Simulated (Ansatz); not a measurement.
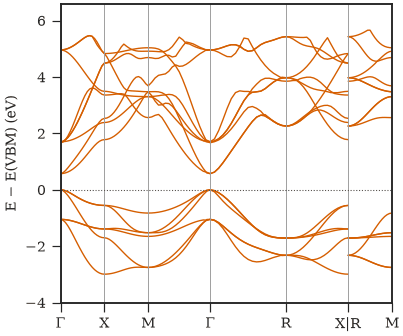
*Band structure from plane-wave PAW r²SCAN (Ansatz code)*

Problem. Read off the gap and where the band edges lie.

Solution. About 0.6 eV (0.57 eV by a search for the band edges); maximum at Γ, minimum at Γ.

Problem. Which compound is it?
(A) RuS2, Pa-3 (Ru on 4a, S on 8c)
(B) SiC, Pm-3n (Si on 6c, C on 6d)
(C) CsCdCl3, cubic perovskite
(D) Sr3SbN, anti-perovskite

Solution. D, Sr3SbN, anti-perovskite

Space group Pm-3m (anti-perovskite). The workflow started from a Materials Project entry (that database holds measured and hypothetical structures alike); the Crystallography Open Database copy checked does not list it. Whether it is the stable phase at ambient conditions was not checked. Symmetry was held in the r²SCAN relaxation; whether a distortion lowers the energy is not shown. Spin–orbit coupling is left out wherever it is not named.

Potentials: the later of the program's two PAW sets.
